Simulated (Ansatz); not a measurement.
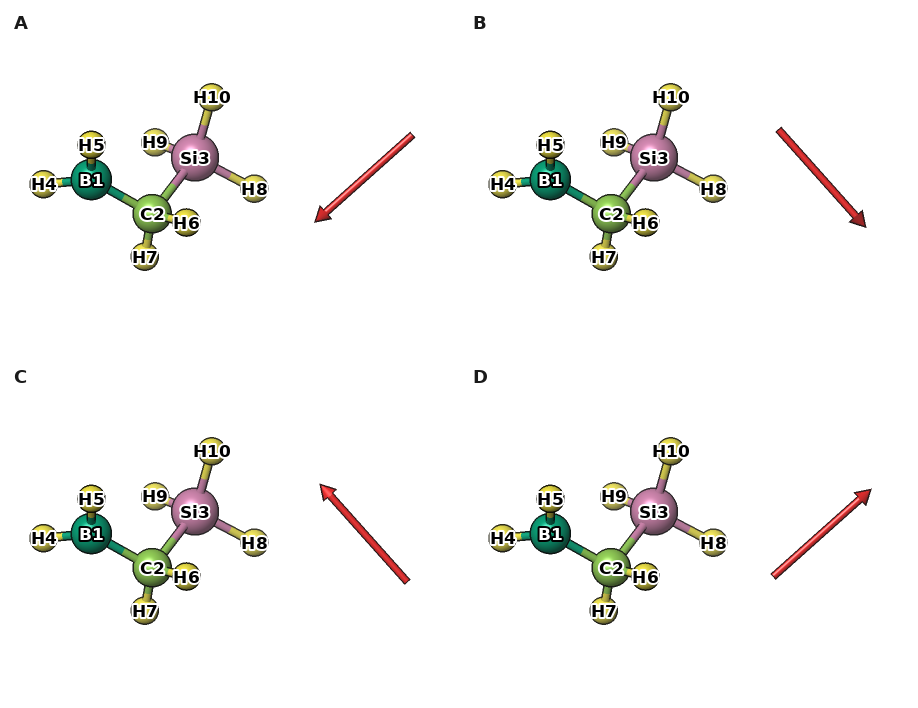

The same molecule four times, each with an arrow. The computed structure is the end point of a PBE0-D4/def2-TZVP optimisation. No frequency run is at hand to confirm it as a minimum. Properties computed with RKS PBE0-D4/def2-TZVP (Ansatz 0.2.0).

Which arrow points along the dipole moment, from the negative to the positive end?

B. The dipole moment is 0.95 D; it points from the side of H4, H5 to the side of H8 (the outermost atoms at the two ends).
